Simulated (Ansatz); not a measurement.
# revPBE/def2-SVPD (core potential) run of C2H3In (SMILES C#[C][InH2])

Aim: the vertical singlet–triplet gap of C2H3In at revPBE/def2-SVPD (core potential), from 2 runs. 

The calculation is run with Ansatz 0.2.0.

48 further runs of the same task are left out: 1 that didn't finish, 47 set aside as unsound or not needed.

## 1. Starting point

C2H3In: 6 atoms, total charge 0, spin state singlet. SMILES: `C#[C][InH2]`. The coordinates come from a PBE0-D4/def2-TZVP relaxation.

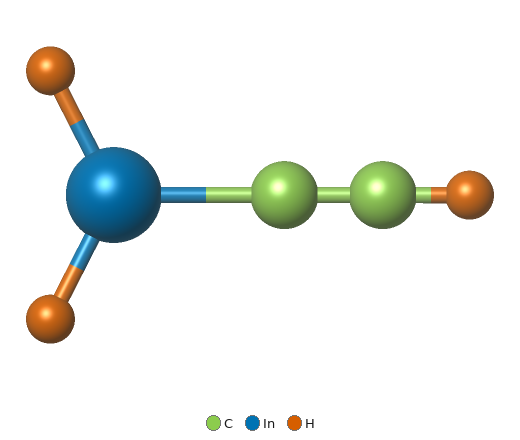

The structure, seen from a chosen angle (carbon green, indium blue, hydrogen orange).

## 2. A single-point energy at revPBE/def2-SVPD (core potential)

in.yaml

```yaml
crystal:
  periodic: [false, false, false]
  atoms:
    - {symbol: C, position_ang: [-0.186600, -1.928000, 0.015100]}
    - {symbol: C, position_ang: [-0.070400, -0.723400, 0.005900]}
    - {symbol: In, position_ang: [0.131900, 1.363900, -0.010600]}
    - {symbol: H, position_ang: [-0.289000, -2.989600, 0.023300]}
    - {symbol: H, position_ang: [0.673500, 2.081500, -1.468800]}
    - {symbol: H, position_ang: [-0.259400, 2.195500, 1.435000]}
basis:
  gaussian: {orbitals: def2-SVPD}
hamiltonian: {xc: {name: revPBE}}
accuracy: high
output: {orbitals: {seedname: orbitals}}
```

On the command line:

```console
ansatz run in.yaml --threads 1 --pin off --max-ram 3480MiB --events-out events.jsonl --progress --plain --runs-dir runs
```

The program printed:

```text
Warning: RAYON_NUM_THREADS=1 ignored (pool sized by the plan → 1); use --threads N
Functional definition: revPBE
  name "revPBE"
  parameter kappa = 1.245
  parameter beta = 0.06672455060314922
  exchange = pbe_x(kappa = kappa, mu = beta*pi^2/3)
  correlation = pbe_c(beta = beta)
2051 factors; integrals over basis functions are off by at most 3.2e-9 eV
mean field evaluation 1: about -7286.1967 eV, gradient 4.8e1 eV
mean field evaluation 2: about -7241.8215 eV, gradient 1.1e2 eV
mean field evaluation 4: about -7291.4062 eV, gradient 2.6e1 eV
mean field evaluation 8: about -7293.0845 eV, gradient 2.5e-1 eV
mean field evaluation 16: about -7293.0847 eV, gradient 4.5e-7 eV
mean field -7293.08466458 eV, -268.0159179930 hartree, gradient 4.5e-8 eV, S^2 0.000000; 0 other end points of the search recorded, 0 dependent functions left out
reference -7293.08467100 eV, -268.0159182289 hartree; 18, 18 occupied and 78, 78 virtual orbitals, 2051 factors
Total energy: -7293.08467100 eV, -268.0159182289 hartree
```

Run time: 6.3 s. Hardware: 1 thread of Arm Neoverse V2, shared host; peak memory 0.25 GiB.

## 3. The triplet

run.yaml

```yaml
crystal:
  periodic: [false, false, false]
  atoms:
    - {symbol: C, position_ang: [-0.186600, -1.928000, 0.015100]}
    - {symbol: C, position_ang: [-0.070400, -0.723400, 0.005900]}
    - {symbol: In, position_ang: [0.131900, 1.363900, -0.010600]}
    - {symbol: H, position_ang: [-0.289000, -2.989600, 0.023300]}
    - {symbol: H, position_ang: [0.673500, 2.081500, -1.468800]}
    - {symbol: H, position_ang: [-0.259400, 2.195500, 1.435000]}
basis:
  gaussian:
    orbitals: def2-SVPD
magnetization:
  spin_polarized: true
  initial_magnetization: 2
hamiltonian:
  xc: {name: revPBE}
accuracy: high
output: {orbitals: {seedname: orbitals}}
```

On the command line:

```console
ansatz run run.yaml --threads 1 --pin off --max-ram 3480MiB --events-out events.jsonl --progress --plain --runs-dir runs
```

The program printed:

```text
Warning: RAYON_NUM_THREADS=1 ignored (pool sized by the plan → 1); use --threads N
[... 6 set-up lines as earlier in the session ...]
2051 factors; integrals over basis functions are off by at most 3.2e-9 eV
mean field evaluation 1: about -7271.3376 eV, gradient 4.8e1 eV
mean field evaluation 2: about -7025.8088 eV, gradient 1.3e2 eV
mean field evaluation 4: about -7288.1906 eV, gradient 1.0e1 eV
mean field evaluation 8: about -7288.7288 eV, gradient 5.8e0 eV
mean field evaluation 16: about -7289.1056 eV, gradient 9.3e-3 eV
mean field evaluation 32: about -7289.1056 eV, gradient 3.6e-8 eV
mean field evaluation 64: about -7288.5905 eV, gradient 1.0e-3 eV
mean field -7289.10562878 eV, -267.8696911243 hartree, gradient 3.6e-8 eV, S^2 2.005772; 6 other end points of the search recorded, 0 dependent functions left out
reference -7289.10563493 eV, -267.8696913506 hartree; 19, 17 occupied and 77, 79 virtual orbitals, 2051 factors
Total energy: -7289.10563493 eV, -267.8696913506 hartree
```

Run time: 22 s. Hardware: 1 thread of Arm Neoverse V2, shared host; peak memory 0.34 GiB.

## 4. Results

At revPBE/def2-SVPD (core potential):

```
                                        quantity          value
                           singlet: total energy  -268.01592 Eh
                            singlet: HOMO energy       -6.57 eV
                            singlet: LUMO energy       -2.65 eV
                          singlet: HOMO–LUMO gap        3.92 eV
                           triplet: total energy  -267.86969 Eh
     triplet: HOMO energy (highest over α and β)       -3.04 eV
                                   triplet: ⟨S²⟩          2.006
vertical energy of the triplet above the singlet       3.979 eV
```

What this shows: At this shape the triplet lies 3.98 eV (384 kJ/mol) above the singlet.
